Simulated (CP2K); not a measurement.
# C2H6B− (SMILES [BH3-]C=C): HF-D4/TZVP-MOLOPT-PBE0-GTH (core potential, admm exchange PBEX, admm type ADMM2, ngrids 5)

Aim: the energy change on altering one bond length of C2H6B− at HF-D4/TZVP-MOLOPT-PBE0-GTH (core potential, admm exchange PBEX, admm type ADMM2, ngrids 5), from 2 runs. 

Program for the calculation: CP2K 2026.2.

1 further run of the same task is left out (it didn't finish).

## Step 1: Starting point

The species is C2H6B− (9 atoms), meant as a singlet with charge -1. SMILES: `[BH3-]C=C`. The shape is that of a GFN2-xTB optimisation.

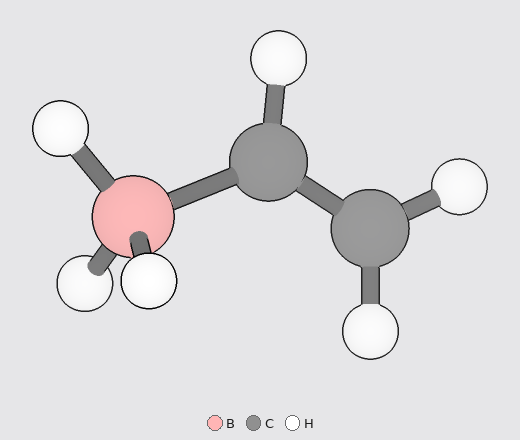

Viewed from a chosen angle; boron pink, carbon grey, hydrogen white.

## Step 2: The charge distribution at HF-D4/TZVP-MOLOPT-PBE0-GTH (core potential, admm exchange PBEX, admm type ADMM2, ngrids 5)

File run.inp:

```
&GLOBAL
  PROJECT_NAME run
  RUN_TYPE ENERGY_FORCE
  PRINT_LEVEL MEDIUM
&END GLOBAL

&FORCE_EVAL
  METHOD Quickstep
  &DFT
    BASIS_SET_FILE_NAME BASIS_MOLOPT_UZH
    BASIS_SET_FILE_NAME BASIS_ADMM_UZH
    POTENTIAL_FILE_NAME GTH_POTENTIALS
    CHARGE -1
    MULTIPLICITY 1
    &QS
      METHOD GAPW_XC
      EPS_DEFAULT 1.0E-10
    &END QS
    &MGRID
      CUTOFF 320
      REL_CUTOFF 60
      NGRIDS 5
    &END MGRID
    &POISSON
      PERIODIC NONE
      POISSON_SOLVER MULTIPOLE
    &END POISSON
    &SCF
      SCF_GUESS ATOMIC
      EPS_SCF 5.0E-07
      MAX_SCF 80
      ADDED_MOS 10
      &DIAGONALIZATION
        ALGORITHM STANDARD
      &END DIAGONALIZATION
      &MIXING
        METHOD DIRECT_P_MIXING
        ALPHA 0.4
      &END MIXING
    &END SCF
    &XC
      &XC_FUNCTIONAL NONE
      &END XC_FUNCTIONAL
      &HF
        FRACTION 1
        &SCREENING
          EPS_SCHWARZ 1.0E-09
          SCREEN_ON_INITIAL_P F
        &END SCREENING
        &INTERACTION_POTENTIAL
          POTENTIAL_TYPE COULOMB
        &END INTERACTION_POTENTIAL
        &MEMORY
          MAX_MEMORY 1050
        &END MEMORY
      &END HF
      &VDW_POTENTIAL
        POTENTIAL_TYPE PAIR_POTENTIAL
        &PAIR_POTENTIAL
          TYPE DFTD4
          REFERENCE_FUNCTIONAL HF
        &END PAIR_POTENTIAL
      &END VDW_POTENTIAL
    &END XC
    &AUXILIARY_DENSITY_MATRIX_METHOD
      ADMM_TYPE ADMM2
      EXCH_CORRECTION_FUNC PBEX
    &END AUXILIARY_DENSITY_MATRIX_METHOD
    &LOCALIZE
      METHOD CRAZY
      OPERATOR BERRY
      EPS_LOCALIZATION 1.0E-5
      &PRINT
        &WANNIER_CENTERS
          IONS+CENTERS T
          FILENAME =centres.xyz
        &END WANNIER_CENTERS
        &WANNIER_SPREADS
          FILENAME =spreads.txt
        &END WANNIER_SPREADS
      &END PRINT
    &END LOCALIZE
    &PRINT
      &MOMENTS
        PERIODIC F
        REFERENCE COM
        MAX_MOMENT 2
      &END MOMENTS
      &MO ON
        ENERGIES T
        OCCUPATION_NUMBERS T
        NDIGITS 6
        &EACH
          QS_SCF 0
        &END EACH
        ADD_LAST NUMERIC
      &END MO
      &HIRSHFELD OFF
      &END HIRSHFELD
      &OVERLAP_CONDITION ON
      &END OVERLAP_CONDITION
    &END PRINT
  &END DFT
  &SUBSYS
    &CELL
      ABC [angstrom] 13.1 13.1 13.1
      PERIODIC NONE
    &END CELL
    &COORD
      UNIT bohr
      B     -1.1894881     1.4555804    -1.3144557
      C      1.0606844    -0.2297718    -0.0966217
      C      0.8993585    -1.8092994     1.8393649
      H     -2.8635965     0.0709403    -2.1226349
      H     -0.3710666     2.7467358    -3.0643421
      H     -2.0923615     2.8568502     0.2961012
      H      2.9444201    -0.0730757    -0.9504944
      H     -0.8705023    -2.1095769     2.8238933
      H      2.4825710    -2.9083641     2.5891894
    &END COORD
    &TOPOLOGY
      &CENTER_COORDINATES
      &END CENTER_COORDINATES
    &END TOPOLOGY
    &KIND B
      BASIS_SET ORB TZVP-MOLOPT-PBE0-GTH-q3
      BASIS_SET AUX_FIT admm-dzp-q3
      POTENTIAL GTH-PADE-q3
    &END KIND
    &KIND C
      BASIS_SET ORB TZVP-MOLOPT-PBE0-GTH-q4
      BASIS_SET AUX_FIT admm-dzp-q4
      POTENTIAL GTH-PADE-q4
    &END KIND
    &KIND H
      BASIS_SET ORB TZVP-MOLOPT-PBE0-GTH-q1
      BASIS_SET AUX_FIT admm-dzp-q1
      POTENTIAL GTH-PADE-q1
    &END KIND
  &END SUBSYS
  &PRINT
    &FORCES ON
    &END FORCES
  &END PRINT
&END FORCE_EVAL
```

The run is started by

```bash
$ OMP_NUM_THREADS=1 cp2k.psmp -i run.inp > run.out 2>&1
```

Log:

```text
CP2K| version string:                                       CP2K version 2026.2
[...]
 GLOBAL| Method name                                                        CP2K
[...]
 GLOBAL| Run type                                                   ENERGY_FORCE
[...]
 DFT| Spin restricted Kohn-Sham (RKS) calculation                            RKS
 DFT| Multiplicity                                                             1
[...]
 DFT| Charge                                                                  -1
[...]
 QS| Method:                                                             GAPW_XC
[...]
 QS| Density cutoff [a.u.]:                                                160.0
[...]
 QS| Relative density cutoff [a.u.]:                                        30.0
[...]
                             - Atoms:                                          9
[...]
                             - Spherical basis functions:                     87
[...]
 Number of electrons:                                                         18
[...]
     1 P_Mix/Diag. 0.40E+00    4.4     2.16416130       -15.3926175085 -1.54E+01
[...]
    17 DIIS/Diag.  0.32E-06    4.2     0.00000038       -17.2108829586 -3.68E-12
  *** SCF run converged in    17 steps ***
[...]
  Overlap energy of the core charge distribution:               0.00000898185501
  Self energy of the core charge distribution:                -40.19168235909903
  Core Hamiltonian energy:                                     13.10940475221226
  Hartree energy:                                              16.11338078107224
  Exchange-correlation energy:                                  0.02918181041427
  Hartree-Fock Exchange energy:                                -6.03410479352132
  Dispersion energy:                                           -0.02208380573493
[...]
                     Mulliken Population Analysis
 #  Atom  Element  Kind  Atomic population                           Net charge
       1     B        1          3.547338                             -0.547338
       2     C        2          4.062068                             -0.062068
       3     C        2          4.319136                             -0.319136
       4     H        3          1.071609                             -0.071609
       5     H        3          1.089385                             -0.089385
       6     H        3          1.072061                             -0.072061
       7     H        3          0.933585                              0.066415
       8     H        3          0.930294                              0.069706
       9     H        3          0.974522                              0.025478
 # Total charge                             18.000000                 -1.000000
[...]
  Dipole moment [Debye]
    X=  0.3047167E+01 Y= -0.2969171E+01 Z=  0.2463557E+01  Total=      4.9163312
  Quadrupole moment [Debye*Angstrom]
[...]
 ENERGY| Total FORCE_EVAL ( QS ) energy [hartree]            -17.210882958590314
 FORCES| Atomic forces [hartree/bohr]
 FORCES|   Atom     x               y               z               |f|
 FORCES|      1 -3.47802874E-03  2.98981387E-03 -2.16217961E-03   5.07057113E-03
 FORCES|      2  1.18705207E-02  7.44558526E-03 -1.32199893E-02   1.92643224E-02
 FORCES|      3  3.60734966E-03 -1.71426405E-02  1.94334180E-02   2.61637312E-02
 FORCES|      4 -5.48357521E-03 -4.41123977E-03 -2.82013845E-03   7.58167622E-03
 FORCES|      5  2.23310073E-03  3.97709860E-03 -5.25488463E-03   6.95829467E-03
 FORCES|      6 -3.00737757E-03  4.56991690E-03  5.15706409E-03   7.51822920E-03
 FORCES|      7 -1.22298667E-03 -1.59795294E-03  2.29723554E-03   3.05392225E-03
 FORCES|      8 -3.48839365E-03  8.31257092E-04  2.97661636E-04   3.59839979E-03
 FORCES|      9 -1.01159529E-03  3.30187859E-03 -3.68848078E-03   5.05278316E-03
 FORCES| Sum     1.90139484E-05 -3.62829347E-05  3.97065166E-05
 FORCES| Total atomic force                                       5.70490056E-05
[...]
```

It also wrote centres.xyz:

```text
18
 Particles+Wannier centers. Iteration:1_0
  B         5.8991650041        7.3338899639        5.9180400143
  C         7.0899050065        6.4420399912        6.5624900109
  C         7.0045350170        5.6061899849        7.5869699958
  H         5.0132649941        6.6011699808        5.4903700012
  H         6.3322550089        8.0171399743        4.9920400138
  H         5.4213849786        8.0754100051        6.7703100189
  H         8.0867350059        6.5249599960        6.1106400390
  H         6.0679650193        5.4472899757        8.1079599862
  H         7.8423349884        5.0245899949        7.9837600316
  X        -5.9729262262        6.2242474283       -5.7643604789
  X        -5.3088889584        6.4963318930        6.2502988610
  X        -6.4889314490       -6.2993091177        6.3035871966
  X        -5.5080902914        5.1955960315       -5.2306385718
  X        -6.1153994370        5.7315432043       -6.1802462458
  X         5.5236644952       -5.1789732281       -6.4993699663
  X         6.3577348204        5.4849574751       -5.1408334530
  X         6.2460261967       -5.2161127134        5.1716548754
  X         5.1978337342       -6.3536406867        5.5811431910
```

It also wrote spreads.txt:

```text
9
1_0
     1      3.45854239      3.32858209
     2      2.49563687      2.42859443
     3      2.85400221      2.76788045
     4      2.46973488      2.40510584
     5      3.45276244      3.32319643
     6      3.45783267      3.33229907
     7      2.43958131      2.37596545
     8      3.35632726      3.23775715
     9      3.46575316      3.33947798
 Total    27.4501731977   26.5388588745
```

It took 80 s on 1 thread of Arm Neoverse V1, shared host; peak memory 1.4 GiB.

Atomic charges (e):

| atom | Mulliken |
| --- | --- |
| B1 | -0.547 |
| C2 | -0.062 |
| C3 | -0.319 |
| H4 | -0.072 |
| H5 | -0.089 |
| H6 | -0.072 |
| H7 | +0.066 |
| H8 | +0.070 |
| H9 | +0.025 |

## Step 3: The distorted shape at the same level

File job.inp:

```
&GLOBAL
  PROJECT_NAME job
  RUN_TYPE ENERGY_FORCE
  PRINT_LEVEL MEDIUM
&END GLOBAL
&FORCE_EVAL
  METHOD Quickstep
  &DFT
    BASIS_SET_FILE_NAME BASIS_MOLOPT_UZH
    BASIS_SET_FILE_NAME BASIS_ADMM_UZH
    POTENTIAL_FILE_NAME GTH_POTENTIALS
    CHARGE -1
    ! Quickstep
    &QS
      METHOD GAPW_XC
      EPS_DEFAULT 1.0E-10
    &END QS
    ! real-space grids
    &MGRID
      CUTOFF 320
      REL_CUTOFF 60
      NGRIDS 5
    &END MGRID
    &POISSON
      PERIODIC NONE
      POISSON_SOLVER MULTIPOLE
    &END POISSON
    ! SCF settings
    &SCF
      SCF_GUESS ATOMIC
      EPS_SCF 5.0E-07
      MAX_SCF 80
      ADDED_MOS 10
      &DIAGONALIZATION
        ALGORITHM STANDARD
      &END DIAGONALIZATION
      &MIXING
        METHOD DIRECT_P_MIXING
        ALPHA 0.4
      &END MIXING
    &END SCF
    ! exchange and correlation
    &XC
      &XC_FUNCTIONAL NONE
      &END XC_FUNCTIONAL
      ! exact exchange
      &HF
        FRACTION 1
        &SCREENING
          EPS_SCHWARZ 1.0E-09
        &END SCREENING
        &MEMORY
          MAX_MEMORY 1050
        &END MEMORY
      &END HF
      &VDW_POTENTIAL
        POTENTIAL_TYPE PAIR_POTENTIAL
        &PAIR_POTENTIAL
          TYPE DFTD4
          REFERENCE_FUNCTIONAL HF
        &END PAIR_POTENTIAL
      &END VDW_POTENTIAL
    &END XC
    &AUXILIARY_DENSITY_MATRIX_METHOD
      ADMM_TYPE ADMM2
      EXCH_CORRECTION_FUNC PBEX
    &END AUXILIARY_DENSITY_MATRIX_METHOD
    &LOCALIZE
      METHOD CRAZY
      OPERATOR BERRY
      EPS_LOCALIZATION 1.0E-5
      &PRINT
        &WANNIER_CENTERS
          IONS+CENTERS T
          FILENAME =centres.xyz
        &END WANNIER_CENTERS
        &WANNIER_SPREADS
          FILENAME =spreads.txt
        &END WANNIER_SPREADS
      &END PRINT
    &END LOCALIZE
    ! extra output
    &PRINT
      &MOMENTS
        PERIODIC F
        REFERENCE COM
        MAX_MOMENT 2
      &END MOMENTS
      &MO ON
        ENERGIES T
        OCCUPATION_NUMBERS T
        NDIGITS 6
        &EACH
          QS_SCF 0
        &END EACH
        ADD_LAST NUMERIC
      &END MO
      &HIRSHFELD OFF
      &END HIRSHFELD
      &OVERLAP_CONDITION ON
      &END OVERLAP_CONDITION
    &END PRINT
  &END DFT
  &SUBSYS
    ! box in angstrom
    &CELL
      ABC 13.1 13.2 13.4
      PERIODIC NONE
    &END CELL
    &COORD
      UNIT bohr
      B     -1.4759120     1.0037148    -0.7020484
      C      0.7742605    -0.6816374     0.5157856
      C      0.6129346    -2.2611650     2.4517722
      H     -3.1500204    -0.3809253    -1.5102275
      H     -0.3710666     2.7467358    -3.0643421
      H     -2.3787854     2.4049845     0.9085085
      H      2.6579962    -0.5249414    -0.3380871
      H     -1.1569262    -2.5614425     3.4363007
      H      2.1961471    -3.3602297     3.2015967
    &END COORD
    &TOPOLOGY
      &CENTER_COORDINATES
      &END CENTER_COORDINATES
    &END TOPOLOGY
    &KIND B
      BASIS_SET ORB TZVP-MOLOPT-PBE0-GTH-q3
      BASIS_SET AUX_FIT admm-dzp-q3
      POTENTIAL GTH-PADE-q3
    &END KIND
    &KIND C
      BASIS_SET ORB TZVP-MOLOPT-PBE0-GTH-q4
      BASIS_SET AUX_FIT admm-dzp-q4
      POTENTIAL GTH-PADE-q4
    &END KIND
    &KIND H
      BASIS_SET ORB TZVP-MOLOPT-PBE0-GTH-q1
      BASIS_SET AUX_FIT admm-dzp-q1
      POTENTIAL GTH-PADE-q1
    &END KIND
  &END SUBSYS
  &PRINT
    &FORCES ON
    &END FORCES
  &END PRINT
&END FORCE_EVAL
```

The run is started by

```bash
$ OMP_NUM_THREADS=1 cp2k.psmp -i job.inp -o job.out
```

Log:

```text
CP2K| version string:                                       CP2K version 2026.2
[...]
 GLOBAL| Method name                                                        CP2K
[...]
 GLOBAL| Run type                                                   ENERGY_FORCE
[...]
 DFT| Spin restricted Kohn-Sham (RKS) calculation                            RKS
 DFT| Multiplicity                                                             1
[...]
 DFT| Charge                                                                  -1
[...]
 QS| Method:                                                             GAPW_XC
[...]
 QS| Density cutoff [a.u.]:                                                160.0
[...]
 QS| Relative density cutoff [a.u.]:                                        30.0
[...]
                             - Atoms:                                          9
[...]
                             - Spherical basis functions:                     87
[...]
 Number of electrons:                                                         18
[...]
     1 P_Mix/Diag. 0.40E+00    4.6     2.06532258       -15.2883668685 -1.53E+01
[...]
    18 DIIS/Diag.  0.20E-06    4.5     0.00000021       -17.1832963801  4.58E-13
  *** SCF run converged in    18 steps ***
[...]
  Overlap energy of the core charge distribution:               0.00000748948176
  Self energy of the core charge distribution:                -40.19168235909903
  Core Hamiltonian energy:                                     12.91012157749795
  Hartree energy:                                              16.26275462372433
  Exchange-correlation energy:                                  0.02741447240247
  Hartree-Fock Exchange energy:                                -5.95702655946184
  Dispersion energy:                                           -0.02365932085804
[...]
                     Mulliken Population Analysis
 #  Atom  Element  Kind  Atomic population                           Net charge
       1     B        1          3.467128                             -0.467128
       2     C        2          4.057373                             -0.057373
       3     C        2          4.314038                             -0.314038
       4     H        3          1.062559                             -0.062559
       5     H        3          1.217589                             -0.217589
       6     H        3          1.063049                             -0.063049
       7     H        3          0.919254                              0.080746
       8     H        3          0.930942                              0.069058
       9     H        3          0.968069                              0.031931
 # Total charge                             18.000000                 -1.000000
[...]
  Dipole moment [Debye]
    X=  0.2633888E+01 Y= -0.3913501E+01 Z=  0.3685070E+01  Total=      5.9860334
  Quadrupole moment [Debye*Angstrom]
[...]
 ENERGY| Total FORCE_EVAL ( QS ) energy [hartree]            -17.183296380112239
 FORCES| Atomic forces [hartree/bohr]
 FORCES|   Atom     x               y               z               |f|
 FORCES|      1  7.23782493E-03  2.29579647E-02 -2.86408258E-02   3.74132484E-02
 FORCES|      2  1.74686314E-02  1.18772039E-02 -2.01611217E-02   2.92008884E-02
 FORCES|      3  3.08457793E-04 -1.55322027E-02  1.86467023E-02   2.42702281E-02
 FORCES|      4  2.92714837E-04  1.91016744E-03 -6.54916546E-03   6.82832262E-03
 FORCES|      5 -1.86857787E-02 -3.04104904E-02  4.10496126E-02   5.43969388E-02
 FORCES|      6  1.35447150E-03  5.77602465E-03 -3.00675460E-03   6.65113728E-03
 FORCES|      7 -2.96963586E-03 -1.36050950E-03  2.60492487E-03   4.17796085E-03
 FORCES|      8 -3.46381063E-03  6.04824164E-04  5.90596998E-04   3.56547349E-03
 FORCES|      9 -1.51405196E-03  4.11026040E-03 -4.52664948E-03   6.29898003E-03
 FORCES| Sum     2.88232182E-05 -6.67572895E-05  7.31973162E-06
 FORCES| Total atomic force                                       7.30814073E-05
[...]
```

Wall time 89 s (1 thread of Arm Neoverse V1, shared host); peak memory 1.5 GiB.

Atomic charges (e):

| atom | Mulliken |
| --- | --- |
| B1 | -0.467 |
| C2 | -0.057 |
| C3 | -0.314 |
| H4 | -0.063 |
| H5 | -0.218 |
| H6 | -0.063 |
| H7 | +0.081 |
| H8 | +0.069 |
| H9 | +0.032 |

## Step 4: Outcome

Level: HF-D4/TZVP-MOLOPT-PBE0-GTH (core potential, admm exchange PBEX, admm type ADMM2, ngrids 5).

| quantity | value |
| --- | --- |
| first shape: total energy | -17.21088 Eh |
| first shape: HOMO energy | -3.82 eV |
| first shape: LUMO energy | 8.79 eV |
| first shape: HOMO–LUMO gap (to an unbound level, set by the basis) | 12.60 eV |
| first shape: dispersion energy | -57.98 kJ/mol |
| first shape: largest force on an atom | 1.345 eV/Å |
| distorted shape: total energy | -17.18330 Eh |
| distorted shape: HOMO energy | -4.17 eV |
| distorted shape: LUMO energy | 8.53 eV |
| distorted shape: HOMO–LUMO gap (to an unbound level, set by the basis) | 12.70 eV |
| distorted shape: dispersion energy | -62.12 kJ/mol |
| distorted shape: largest force on an atom | 2.797 eV/Å |
| energy change with the B1–H5 bond stretched from 1.230 to 1.660 Å | 0.751 eV |

**Reading.** With the B1–H5 bond stretched from 1.230 to 1.660 Å the energy rises by 0.75 eV (17.3 kcal/mol). The first shape isn't relaxed at this level, so the change isn't measured from a minimum. The largest force (first shape) is 1.35 eV/Å: the shape isn't a stationary point for this species at this level.
